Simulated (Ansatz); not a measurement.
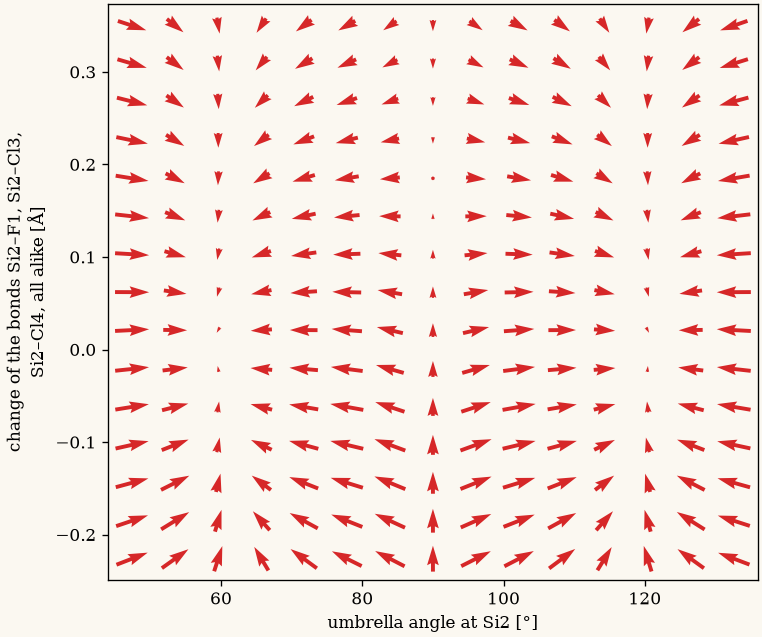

Cl2FSi, SMILES F[Si-](Cl)Cl, charge −1. 
- Coordinates scanned: (1) umbrella angle at Si2 (between each of its bonds and their common axis; 90 is planar); (2) change of the bonds Si2–F1, Si2–Cl3, Si2–Cl4, all alike.
- Nothing is relaxed (all other coordinates rigid).
- Grid: 15 × 15 points; 120 points were computed and 105 follow by symmetry.
- Points are written as (first, second).
- Method: Ansatz 0.2.0, RHF/def2-SVPD.

The picture shows arrows along the force (downhill), their lengths compressed.

The arrows alone are given. Where are the wells?

Answer. The arrows converge at about (59°, 0.000 Å); about (121°, 0.00 Å) (read from the interpolated surface).

The energy map of the same scan:

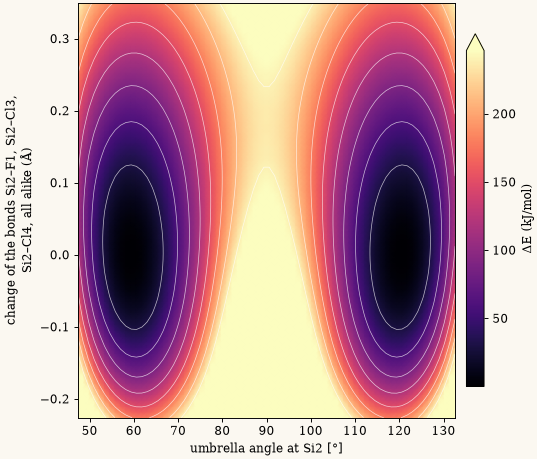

Energies are in kJ/mol, from the relaxed molecule at the same level; between grid points the surface is interpolated.
